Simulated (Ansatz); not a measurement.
The starting structures come from a database of crystals and need not be the phases stable at ambient conditions.

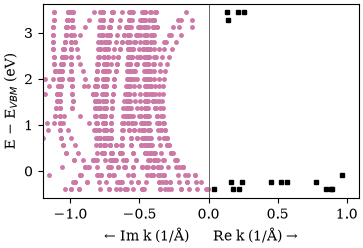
Figure. Complex bands at the centre of the two-dimensional zone; r2SCAN (Ansatz, a quantum-chemistry and plane-wave program)

The gap is the functional's own, uncorrected, and κ follows it; spin-orbit coupling is left out. Mid-gap values are interpolated between the computed energies.

This is Ba3Nb2ZnO9 (P-3m1, not sure to be the ambient phase, 15 atoms a cell, 14.4 Å³ an atom, -7 GPa at this level) along the normal of (110). Read off the slowest decay at the centre of the two-dimensional zone at 1.52 eV, the computed energy nearest the middle of the gap.

κ ≈ 0.33 1/Å, a decay length 1/(2κ) of the density of 1.5 Å.
